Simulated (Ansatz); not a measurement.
**AlClH2O: molecular dynamics**

The plan is to follow the molecule's vibrations and see whether its bonds hold. The start is relaxed first. Runs: 500 steps of 0.25 fs under a Nosé-Hoover thermostat at 2000 K.

Method: RKS PBE-D4/def2-SVP, in Ansatz 0.2.0.

### 1 The starting structure

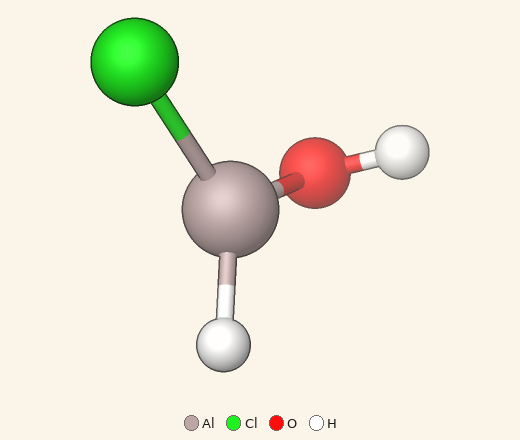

Start, viewed from a free direction; aluminium light grey, chlorine green, oxygen red, hydrogen white.

Structure file:

```xyz
5

Al    0.0000    0.0000    0.0000
Cl    0.0000    0.0000    2.2300
O     1.5415    0.0000   -0.8900
H     1.8414   -0.9519   -1.0449
H    -1.3510    0.0000   -0.7800
```

### 2 Relaxing the start

File input.yaml:

```yaml
crystal:
  periodic: [false, false, false]
  atoms:
    - { symbol: Al, position_ang: [0.0, 0.0, 0.0] }
    - { symbol: Cl, position_ang: [0.0, 0.0, 2.23] }
    - { symbol: O, position_ang: [1.5415, 0.0, -0.89] }
    - { symbol: H, position_ang: [1.8414, -0.9519, -1.0449] }
    - { symbol: H, position_ang: [-1.351, 0.0, -0.78] }
basis:
  gaussian: { orbitals: def2-SVP }
hamiltonian:
  xc: pbe
  dispersion: d4
relax:
  f_tol: 0.02
  max_steps: 40
```

Started as:

```console
> ansatz run input.yaml --threads 1 --pin off --max-ram 2048MiB --backend cpu --events-out ev --progress --plain --runs-dir out
```

The log of the run, cut to the lines that bear on the results:

```text
Warning: RAYON_NUM_THREADS=1 ignored (pool sized by the plan → 1); use --threads N
[...]
Functional definition: PBE
[...]
647 factors; their error is unknown
[...]
mean field -21183.12847763 eV, -778.4656131126 hartree, gradient 2.8e-5 eV, S^2 0.000000; 0 other end points of the search recorded, 0 dependent functions left out
[...]
reference -21183.12851217 eV, -778.4656143822 hartree; 20, 20 occupied and 40, 40 virtual orbitals, 647 factors
relax step   1: F+E_penalty+E_count = -21183.20478142 eV  Δ(F+E_penalty+E_count) = +0.000e0 eV  max|allowed force component| = 1.598e0 eV/Å  Δτ_max = 0.0000 Å  (25 SCF iters, accepted)
[...]
relax step   6: F+E_penalty+E_count = -21183.59892010 eV  Δ(F+E_penalty+E_count) = -1.112e-2 eV  max|allowed force component| = 4.111e-2 eV/Å  Δτ_max = 0.0746 Å  (25 SCF iters, accepted)
[...]
relax step   7: F+E_penalty+E_count = -21183.59923284 eV  Δ(F+E_penalty+E_count) = -3.127e-4 eV  max|allowed force component| = 1.066e-2 eV/Å  Δτ_max = 0.0066 Å  (27 SCF iters, accepted)
647 factors; their error is unknown
[...]
mean field -21183.52037537 eV, -778.4800150890 hartree, gradient 1.3e-5 eV, S^2 0.000000; 1 other end points of the search recorded, 0 dependent functions left out
[...]
reference -21183.52040886 eV, -778.4800163199 hartree; 20, 20 occupied and 40, 40 virtual orbitals, 647 factors
Total energy: -21183.59926633 eV, -778.4829142784 hartree
Atom 0 at    -0.074584    -0.074183    -0.041476 Å, force    -0.007120     0.001029    -0.000975 eV/Å
Atom 1 at     0.129312    -0.108052     2.065418 Å, force    -0.005743     0.001510     0.004761 eV/Å
Atom 2 at     1.269193    -0.403995    -1.044769 Å, force     0.003474    -0.001515    -0.010662 eV/Å
Atom 3 at     2.159053    -0.616504    -0.722245 Å, force     0.000966     0.000438     0.000188 eV/Å
Atom 4 at    -1.451074     0.250833    -0.741828 Å, force     0.008422    -0.001462     0.006688 eV/Å
Dipole moment:     0.199029    -0.048433    -0.054146 e Å
```

It took 12 s on 1 thread of Arm Neoverse V1, shared host; peak memory 0.12 GiB.

The steps of the relaxation:

```tsv
step	energy from step 1 (eV)	largest force component (eV/Å)
1	0.0000	1.5984
2	-0.1576	0.9084
3	-0.2090	0.9507
4	-0.3014	0.3432
5	-0.3830	0.2829
6	-0.3941	0.0411
7	-0.3945	0.0107
```

Step 1 is the start.

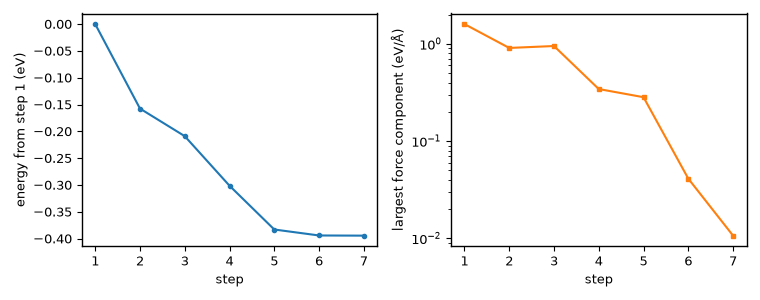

Energy and largest force along the relaxation.

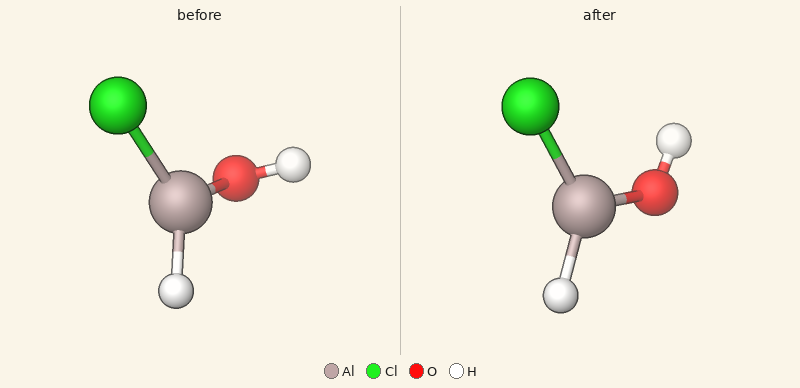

The structure before (left) and after (right), drawn at the same scale.

After: Bond lengths: Al1–Cl2 2.117 Å, Al1–O3 1.709 Å, O3–H4 0.970 Å, Al1–H5 1.578 Å. Angles: Cl2–Al1–O3 120.4°, Cl2–Al1–H5 121.9°, O3–Al1–H5 117.7°, Al1–O3–H4 124.6°.

### 3 The run

500 steps of 0.25 fs under a Nosé-Hoover thermostat at 2000 K, from the relaxed start.

File input.yaml:

```yaml
crystal:
  periodic: [false, false, false]
  atoms:
    - { symbol: Al, position_ang: [-0.074584, -0.074183, -0.041476] }
    - { symbol: Cl, position_ang: [0.129312, -0.108052, 2.065418] }
    - { symbol: O, position_ang: [1.269193, -0.403995, -1.044769] }
    - { symbol: H, position_ang: [2.159053, -0.616504, -0.722245] }
    - { symbol: H, position_ang: [-1.451074, 0.250833, -0.741828] }
basis:
  gaussian: { orbitals: def2-SVP }
hamiltonian:
  xc: pbe
  dispersion: d4
md:
  timestep: 0.25
  n_steps: 500
  ensemble: nvt_nose_hoover
  temperature: 2000.0
  initial_velocities: maxwell_boltzmann
  seed: 525663
```

Started as:

```console
> ansatz run input.yaml --threads 1 --pin off --max-ram 2048MiB --backend cpu --events-out ev --progress --plain --runs-dir out
```

The log of the run, cut to the lines that bear on the results:

```text
Warning: RAYON_NUM_THREADS=1 ignored (pool sized by the plan → 1); use --threads N
[...]
Functional definition: PBE
[...]
647 factors; their error is unknown
[...]
mean field -21183.52037488 eV, -778.4800150709 hartree, gradient 7.2e-5 eV, S^2 0.000000; 0 other end points of the search recorded, 0 dependent functions left out
[...]
reference -21183.52040839 eV, -778.4800163024 hartree; 20, 20 occupied and 40, 40 virtual orbitals, 647 factors
md step     0: t =     0.00 fs  T =  2000.0 K  F+E_penalty+E_count = -21183.59923234 eV  E_kin = 0.775560 eV  conserved = -21182.82367234 eV  (24 SCF iters)
[...]
md step    19: t =     4.75 fs  T =  1329.0 K  F+E_penalty+E_count = -21183.33888506 eV  E_kin = 0.515371 eV  conserved = -21182.82360748 eV  (28 SCF iters, 3 dispersion substeps)
[...]
md step    38: t =     9.50 fs  T =   475.5 K  F+E_penalty+E_count = -21183.00731173 eV  E_kin = 0.184405 eV  conserved = -21182.82347835 eV  (27 SCF iters)
[...]
md step    57: t =    14.25 fs  T =   806.2 K  F+E_penalty+E_count = -21183.13452089 eV  E_kin = 0.312609 eV  conserved = -21182.82359195 eV  (28 SCF iters)
[...]
md step    74: t =    18.50 fs  T =  1165.9 K  F+E_penalty+E_count = -21183.27133545 eV  E_kin = 0.452097 eV  conserved = -21182.82361577 eV  (26 SCF iters, 3 dispersion substeps)
md step    75: t =    18.75 fs  T =  1170.5 K  F+E_penalty+E_count = -21183.27292220 eV  E_kin = 0.453896 eV  conserved = -21182.82360887 eV  (28 SCF iters, 3 dispersion substeps)
```

### 4 The output, continued: dynamics from the start

Output, continued, cut to the lines that bear on the results:

```text
md step    76: t =    19.00 fs  T =  1172.5 K  F+E_penalty+E_count = -21183.27346572 eV  E_kin = 0.454659 eV  conserved = -21182.82359861 eV  (28 SCF iters, 3 dispersion substeps)
[...]
md step   101: t =    25.25 fs  T =   887.9 K  F+E_penalty+E_count = -21183.15740309 eV  E_kin = 0.344291 eV  conserved = -21182.82350475 eV  (28 SCF iters)
[...]
md step   126: t =    31.50 fs  T =   642.4 K  F+E_penalty+E_count = -21183.05756303 eV  E_kin = 0.249123 eV  conserved = -21182.82353566 eV  (27 SCF iters)
[...]
md step   151: t =    37.75 fs  T =  1160.8 K  F+E_penalty+E_count = -21183.25060629 eV  E_kin = 0.450147 eV  conserved = -21182.82351338 eV  (28 SCF iters)
[...]
md step   174: t =    43.50 fs  T =  1242.9 K  F+E_penalty+E_count = -21183.26970309 eV  E_kin = 0.481968 eV  conserved = -21182.82361935 eV  (28 SCF iters)
md step   175: t =    43.75 fs  T =  1215.7 K  F+E_penalty+E_count = -21183.25862218 eV  E_kin = 0.471427 eV  conserved = -21182.82362688 eV  (28 SCF iters)
```

### 5 More of the same log: dynamics from the start

The log, continued, cut to the lines that bear on the results:

```text
md step   176: t =    44.00 fs  T =  1185.6 K  F+E_penalty+E_count = -21183.24640377 eV  E_kin = 0.459745 eV  conserved = -21182.82362899 eV  (27 SCF iters)
[...]
md step   196: t =    49.00 fs  T =   792.9 K  F+E_penalty+E_count = -21183.08554568 eV  E_kin = 0.307482 eV  conserved = -21182.82350514 eV  (27 SCF iters, 3 dispersion substeps)
[...]
md step   216: t =    54.00 fs  T =  1322.0 K  F+E_penalty+E_count = -21183.27920764 eV  E_kin = 0.512645 eV  conserved = -21182.82359395 eV  (28 SCF iters, 3 dispersion substeps)
[...]
md step   236: t =    59.00 fs  T =  1162.5 K  F+E_penalty+E_count = -21183.20166183 eV  E_kin = 0.450800 eV  conserved = -21182.82349931 eV  (27 SCF iters)
[...]
md step   499: t =   124.75 fs  T =  1775.4 K  F+E_penalty+E_count = -21183.10720586 eV  E_kin = 0.688456 eV  conserved = -21182.82351242 eV  (27 SCF iters, 3 dispersion substeps)
[...]
md step   500: t =   125.00 fs  T =  1745.1 K  F+E_penalty+E_count = -21183.09327142 eV  E_kin = 0.676718 eV  conserved = -21182.82348885 eV  (26 SCF iters, 3 dispersion substeps)
Total energy: -21183.09330504 eV, -778.4643205440 hartree
Atom 0 at    -0.074448    -0.060997    -0.060019 Å, force    -3.523152    -0.056003     1.560674 eV/Å
Atom 1 at     0.152026    -0.114153     2.027682 Å, force    -0.048368     0.193240     0.380681 eV/Å
Atom 2 at     1.251300    -0.343497    -0.940869 Å, force     3.239448    -1.545792    -1.547991 eV/Å
Atom 3 at     1.726962    -1.143698    -0.590013 Å, force     0.033416     0.931256    -0.543026 eV/Å
Atom 4 at    -1.537440    -0.320578    -0.699703 Å, force     0.298656     0.477299     0.149663 eV/Å
Dipole moment:     0.085450    -0.063607    -0.105760 e Å
```

It took 11 min on 1 thread of Arm Neoverse V1, shared host; peak memory 0.098 GiB.

### 6 Frames and traces

One step in 26; energies are changes from step 0:

```tsv
time (fs)	T (K)	potential energy change (meV/atom)	conserved energy change (meV/atom)
0.0	2000	0.0	0.00
6.5	909	84.7	0.04
13.0	641	105.7	0.03
19.5	1170	65.4	0.02
26.0	824	93.4	0.03
32.5	689	104.9	0.03
39.0	1289	60.2	0.02
45.5	958	88.8	0.03
52.0	1136	77.3	0.01
58.5	1215	75.1	0.03
65.0	731	115.8	0.04
71.5	1217	81.7	0.03
78.0	1615	57.2	0.03
84.5	975	113.2	0.02
91.0	607	144.6	0.05
97.5	1798	59.4	0.01
104.0	1747	74.1	0.04
110.5	920	146.0	0.04
117.0	1188	131.1	0.05
123.5	1882	87.9	0.01
125.0	1745	101.2	0.04
```

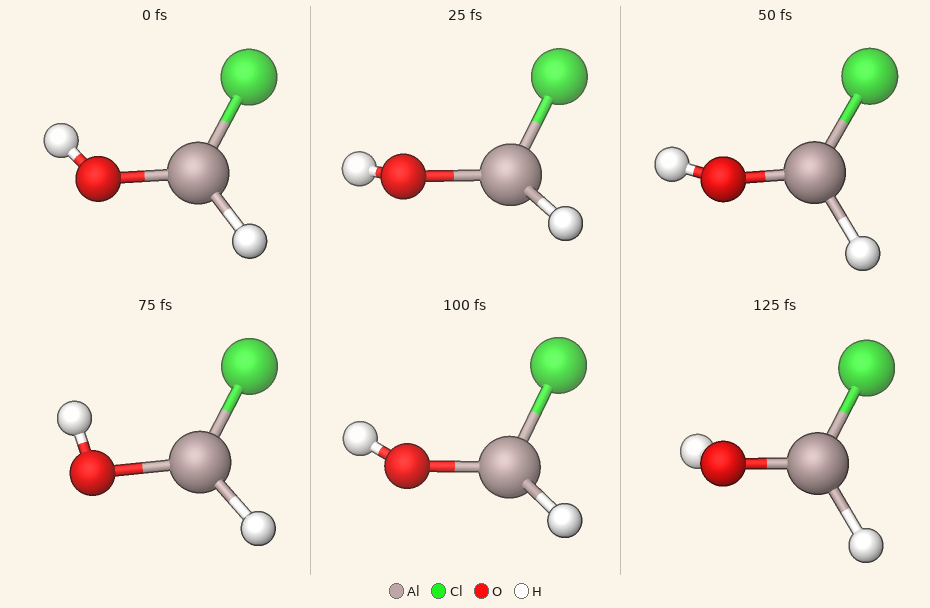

Six frames of the run, seen from a chosen angle. Sticks join atoms within a bonding distance in each frame.

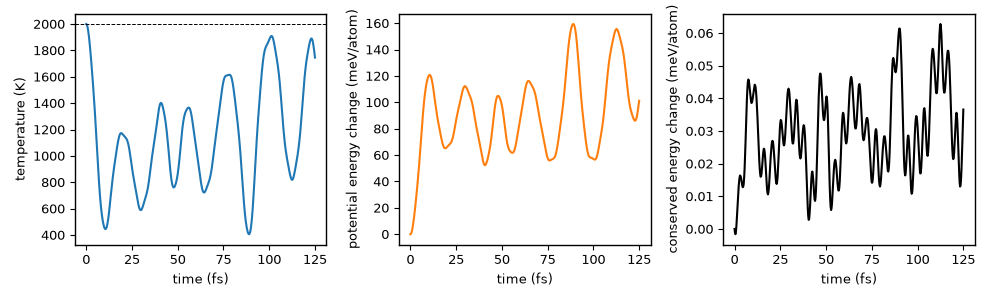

Time series of the run, each on its own scale. The dashed line is the set temperature.

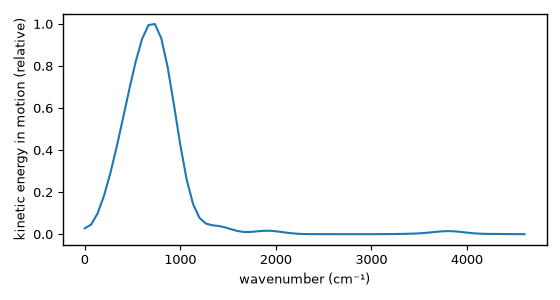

Power spectrum of the mass-weighted velocities; a run of 125 fs resolves no finer than about 530 cm⁻¹.

Maxima of the velocity power spectrum (cm⁻¹, relative height; resolution about 530 cm⁻¹): 730 (100).

### 7 Frames from the trajectory

Positions (Å) and forces (eV/Å):

```xyz
5
time_fs=15.5 T=939 dE=0.4137
Al   -0.074   -0.147   -0.025   -0.616    1.458   -0.395
Cl    0.131   -0.090    2.063   -0.154   -0.289    0.220
O     1.259   -0.320   -1.051    0.371   -0.631   -0.237
H     1.843   -1.016   -0.737    0.993   -0.357   -0.056
H    -1.070    0.644   -0.980   -0.595   -0.180    0.468
5
time_fs=31.2 T=631 dE=0.5460
Al   -0.127   -0.115   -0.025    2.263    0.084   -1.259
Cl    0.126   -0.089    2.074    0.101   -0.212    0.082
O     1.373   -0.377   -1.081   -2.451    0.419    1.146
H     2.143   -0.956   -1.234   -0.517    0.132    0.406
H    -1.563    0.554   -0.399    0.604   -0.423   -0.375
5
time_fs=47.0 T=784 dE=0.5140
Al   -0.023   -0.069   -0.090   -4.827    0.443    3.865
Cl    0.126   -0.099    2.086    0.064    0.183   -0.761
O     1.204   -0.397   -0.988    4.673   -1.361   -3.212
H     2.071   -0.802   -1.165   -0.541    0.440    0.114
H    -1.567   -0.133   -0.614    0.631    0.296   -0.006
5
time_fs=62.5 T=817 dE=0.5403
Al   -0.093   -0.030    0.021    1.806   -1.399   -3.242
Cl    0.129   -0.101    2.065   -0.076    0.205    0.888
O     1.281   -0.473   -1.114   -0.358    0.767    1.581
H     2.257   -0.485   -0.926   -1.029    0.025    0.035
H    -1.234   -0.224   -1.098   -0.342    0.402    0.738
5
time_fs=78.0 T=1615 dE=0.2861
Al   -0.081   -0.081   -0.040   -0.348    0.187   -0.519
Cl    0.129   -0.090    2.080    0.217   -0.080   -0.198
O     1.296   -0.471   -1.107   -1.780    0.357    0.675
H     2.052   -0.212   -0.571    1.009   -0.038    0.171
H    -1.597    0.451   -0.460    0.902   -0.426   -0.128
5
time_fs=93.8 T=1246 dE=0.4857
Al   -0.088   -0.129   -0.116   -1.525    1.375    3.153
Cl    0.143   -0.084    2.091    0.006   -0.366   -0.983
O     1.257   -0.405   -1.000    0.890   -0.364   -1.625
H     2.178   -0.497   -0.762    0.554   -0.183    0.154
H    -1.401    0.761   -0.315    0.074   -0.462   -0.700
5
time_fs=109.5 T=998 dE=0.6955
Al   -0.169   -0.085   -0.003    3.194   -0.618   -2.497
Cl    0.158   -0.099    2.049   -0.384    0.037    0.551
O     1.350   -0.374   -1.029   -1.405   -0.400    1.212
H     2.051   -1.065   -0.954   -0.534    0.705    0.284
H    -1.117    0.176   -1.222   -0.872    0.276    0.450
5
time_fs=125.0 T=1745 dE=0.5060
Al   -0.074   -0.061   -0.060   -3.523   -0.056    1.561
Cl    0.152   -0.114    2.028   -0.048    0.193    0.381
O     1.251   -0.344   -0.941    3.239   -1.546   -1.548
H     1.727   -1.144   -0.590    0.033    0.931   -0.543
H    -1.537   -0.321   -0.700    0.299    0.477    0.150
```

### 8 Summary of results

| quantity | value |
| --- | --- |
| relaxation of the start | 6 moves, 0.394 eV lower |
| length | 500 steps of 0.25 fs |
| temperature, first and last step | 2000 and 1745 K |
| temperature, second half | mean 1260 K, from 406 to 1909 K |
| potential energy, second half | +101 meV/atom from the start |
| largest change of the conserved energy | 0.06 meV/atom |
| bonds formed or broken | 0 |

**Reading.** Against a set 2000 K the second half averages 1260 K with a spread of 436 K; 101 meV/atom has gone into potential energy, and a thermostat that acts over some 100 fs has not made it up in 125 fs. The conserved energy strays from its start by at most 0.06 meV/atom, under 0.1 % of the mean kinetic energy, so a step of 0.25 fs is short enough over this time. No bond forms or breaks. A run of 125 fs with 5 atoms shows the motion but fixes no equilibrium value. The nuclei move classically, without zero-point motion, which matters most for hydrogen.
